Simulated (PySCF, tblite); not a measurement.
# H10NOPSi3, a small molecule taken as a stand-in for a surface group (Si site with back bonds N[SiH3], O, [PH][SiH3]): NMR shifts, core binding energies and electronic excitations

What NMR shifts, core binding energies and electronic excitations should one expect for `O[SiH](N[SiH3])P[SiH3]`?

Computed with tblite 0.8.0 and PySCF 2.14.0; each step states its level. No surroundings beyond the atoms listed, unless a continuum is named. Atoms count from 0, parts from 1.

## 1. The system as given

16 atoms, charge 0, multiplicity 1; geometry: distance geometry start.

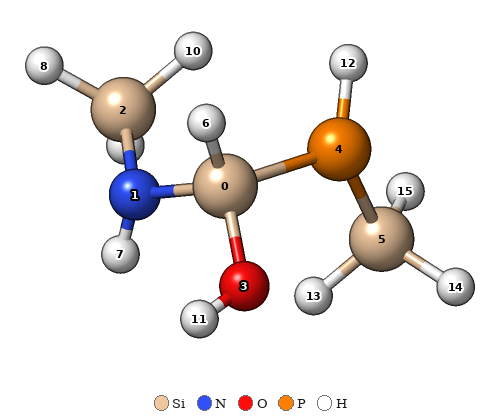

The starting geometry (silicon light orange, nitrogen blue, oxygen red, phosphorus orange, hydrogen white), atoms numbered.

## 2. Geometry optimisation with GFN2-xTB

The job: settings as JSON, then the geometry in Å.

```
{"job": {"kind": "relax", "xc": "GFN2-xTB", "basis": "xTB"}, "charge": 0, "multiplicity": 1}
Si     0.639146     1.382955     0.681916
N     -1.133359     1.346419     0.344598
Si    -1.642035     1.532963    -1.396199
O      0.963630     0.714443     2.278710
P      1.676759     0.186240    -0.800632
Si     1.147439    -1.950799    -0.878513
H      1.090657     2.723922     0.625678
H     -1.685311     0.673095     0.865346
H     -2.425222     2.706039    -1.536016
H     -2.390083     0.397471    -1.813337
H     -0.473945     1.638951    -2.201479
H      0.520500     1.033960     3.106931
H      1.915556     0.773099    -2.021512
H     -0.060865    -2.136719    -0.187397
H      2.206164    -2.712428    -0.238555
H      1.032425    -2.346040    -2.226582
```

Level: GFN2-xTB geometry optimisation, gas phase.

Run with:

```
$ OMP_NUM_THREADS=1 python cluster_run.py task.json out
```

This one command runs all jobs of the session in turn.

**Question.** The jobs that follow are: PBE0-D3(BJ)/def2-SVP geometry optimisation, gas phase; GIAO PBE0/pcSseg-1 NMR shielding, non-relativistic, gas phase; delta-SCF UKS SCAN, pcX-2 on the ionised atom, pcseg-1 elsewhere, spin-free X2C; TDDFT CAM-B3LYP/def2-SVPD, vertical, gas phase, core orbitals frozen in the response. Predict: point group; rotational constants (main isotopes); 1H shifts against TMS (PBE0/pcSseg-1); 29Si shifts against TMS (PBE0/pcSseg-1); 15N shifts against NH3 (PBE0/pcSseg-1); 17O shifts against H2O (PBE0/pcSseg-1); 31P shifts against H3PO4 (PBE0/pcSseg-1); Si2p binding energies, SCAN/pcX-2 (standing for 2 of 3 atoms); N1s binding energies, SCAN/pcX-2; O1s binding energies, SCAN/pcX-2; P2p binding energies, SCAN/pcX-2; lowest singlet (CAM-B3LYP/def2-SVPD); brightest single state of those computed; lowest triplet; vertical ionisation energy (ΔSCF).

**Answer**, as computed:

```
                                                     quantity                                                           value
                                                  point group                                                              C1
                         rotational constants (main isotopes)                                            2.42, 0.72, 0.70 GHz
                        1H shifts against TMS (PBE0/pcSseg-1)  5.34, 4.71, 4.62, 4.59, 4.24, 4.21, 4.16, 1.38, 0.79, 0.74 ppm
                      29Si shifts against TMS (PBE0/pcSseg-1)                                           0.4, -54.1, -76.2 ppm
                       15N shifts against NH3 (PBE0/pcSseg-1)                                                        39.6 ppm
                       17O shifts against H2O (PBE0/pcSseg-1)                                                        70.5 ppm
                     31P shifts against H3PO4 (PBE0/pcSseg-1)                                                      -296.1 ppm
Si2p binding energies, SCAN/pcX-2 (standing for 2 of 3 atoms)                                       Si0 107.54, Si2 107.40 eV
                             N1s binding energies, SCAN/pcX-2                                                    N1 404.31 eV
                             O1s binding energies, SCAN/pcX-2                                                    O3 538.44 eV
                             P2p binding energies, SCAN/pcX-2                                                    P4 135.95 eV
                         lowest singlet (CAM-B3LYP/def2-SVPD)                                     6.00 eV (206 nm), f = 0.006
                     brightest single state of those computed                                     state 6, 7.12 eV, f = 0.132
                                               lowest triplet                                                         5.45 eV
                            vertical ionisation energy (ΔSCF)                                                         9.05 eV
```

In words: The start of the PBE0/def2-SVP relaxation was shaken at random by about 0.01 Å, so part of the energy gained, and of the first lengths quoted, undoes that. Over 15 steps the energy fell by 0.337 eV; of the close pairs, Si0–O3 changed most, 1.609 to 1.670 Å (PBE0/def2-SVP). Hydrogens of an XH3 group are listed apart at this fixed geometry; free rotation makes them one line at their mean. At PBE0/pcSseg-1: Shielding is most anisotropic at P4 (span 190 ppm, paramagnetic term -364 ppm). At SCAN/pcX-2: The Si2p levels kept as sound span 0.14 eV, from Si2 (silicon bonded to N, 3 H) up to Si0 (silicon bonded to N, O, P, H). Only 2 of the 3 Si atoms are covered by sound results. The first singlet state (HOMO→LUMO 0.66, HOMO→LUMO+1 0.11) lies at 6.00 eV and is weak; of the 6 states computed, the strongest absorption comes from state 6 at 7.12 eV (the last computed, so partners may be missing). The lowest triplet lies 0.55 eV below the lowest singlet (triplets in Tamm-Dancoff, singlets in full TDDFT). ΔSCF puts the ionisation energy at 9.05 eV, 0.63 eV above −ε(HOMO). A capped cluster stands for the solid here, so long-range fields and strain are missing, and bands or shifts of the capping hydrogens have no counterpart in it.
